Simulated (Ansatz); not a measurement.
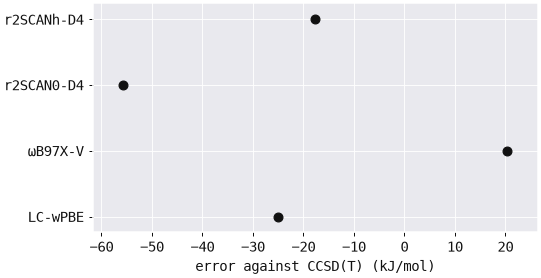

Error in the electronic atomisation energy (method less reference, so positive means overbinding) of C₂H₆OSi₂, SMILES [SiH3]C1=C[SiH2]O1: functionals in def2-TZVPP against frozen-core CCSD(T) at the limit (MP2 extrapolated from triple and quadruple zeta, plus CCSD(T) less MP2 in a smaller set), which gives 4046.2 kJ/mol, at a PBE0-D4/def2-TZVP geometry (a minimum by its frequencies), no zero-point or spin-orbit term, the Ansatz code. The reference leaves out core correlation, a term that grows with the number of heavy atoms. No dispersion term is added to LC-wPBE.

Question: What range do the values span?

Answer: From −55.7 kJ/mol (r2SCAN0-D4) to 20.4 kJ/mol (ωB97X-V).

Question: Which of these levels overbind, and which underbind?

Answer: Overbind: none clearly. Underbind: r2SCAN0-D4. Within 25 kJ/mol of zero, too close to call in view of what the reference leaves out: r2SCANh-D4, ωB97X-V and LC-wPBE.
